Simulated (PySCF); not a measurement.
SMILES C=[CH] (C2H3), doublet, CAM-B3LYP/def2-SVP optimised geometry. Atoms within 1.6 Å of the plane z = 0.0 Å (x, y, z in Å): C1 (-0.54, 0.00, 0.00), C2 (0.77, 0.00, 0.00), H3 (-1.35, 0.72, 0.00), H4 (1.35, 0.93, 0.00), H5 (1.35, -0.93, 0.00).

Computed with unrestricted CAM-B3LYP/def2-TZVP (PySCF 2.14.0). Cells within 0.4 Å of a nucleus heavier than hydrogen are left out (blank, or x).

Map of the electrostatic potential (hartree/e), clipped to [-0.08, 0.12] on the plane z = 0.0 Å:

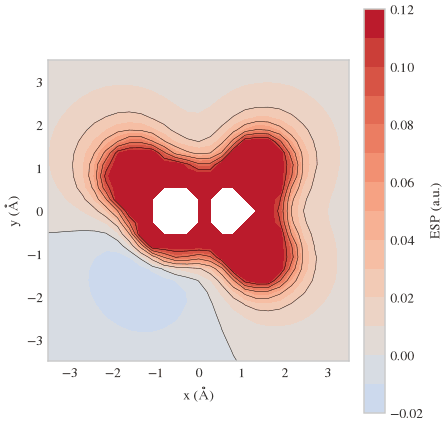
Figure: Electrostatic potential (hartree/e), clipped to [-0.08, 0.12] on the plane z = 0.0 Å.
